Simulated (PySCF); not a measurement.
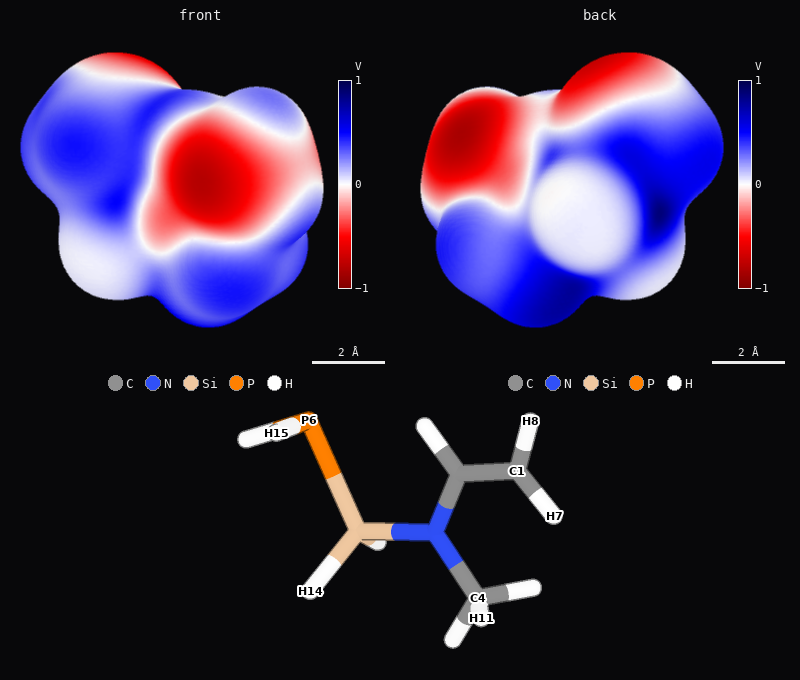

Figure. C₃H₁₀NPSi (SMILES C=CN(C)[SiH2]P). The molecular electrostatic potential painted on the density surface at 0.001 e/bohr³, seen from the front and from behind; the colour scale runs from red (negative) to blue (positive). The bare structure is drawn below in the same view.

Geometry: GFN2-xTB.

Level of theory: PySCF 2.14.0, CAM-B3LYP/def2-SVPD, SCF density, gas phase.

Input

```
{"job": {"kind": "uv", "xc": "CAM-B3LYP", "basis": "def2-SVPD", "nstates": 8, "ntriplets": 3}, "charge": 0, "multiplicity": 1}
C     -2.113751    -0.958471     0.705705
C     -0.831733    -0.811136     0.397786
N     -0.230202     0.294525    -0.170134
C     -1.086119     1.411020    -0.493000
Si     1.453813     0.388659    -0.545514
P      2.391033    -1.534235     0.099600
H     -2.857274    -0.201316     0.535825
H     -2.457277    -1.874363     1.149933
H     -0.133019    -1.617868     0.594114
H     -0.490471     2.205164    -0.933368
H     -1.575544     1.794461     0.405601
H     -1.855519     1.111126    -1.208736
H      1.654639     0.520652    -1.997278
H      2.004684     1.585166     0.112950
H      2.439916    -1.221604     1.446287
H      3.679225    -1.082837    -0.111181
```

Run with:

```sh
OMP_NUM_THREADS=1 python probes_run.py task.json out
```

> Which sites attract a positive test charge, and which a negative one?

A positive charge is drawn to the negative regions and a negative charge to the positive ones. The most negative region (about −0.8 V, or −18 kcal/mol for a unit charge) lies over the π face of C1 and C2, the most positive (about +0.8 V, or +18 kcal/mol for a unit charge) over Si5 and H10.
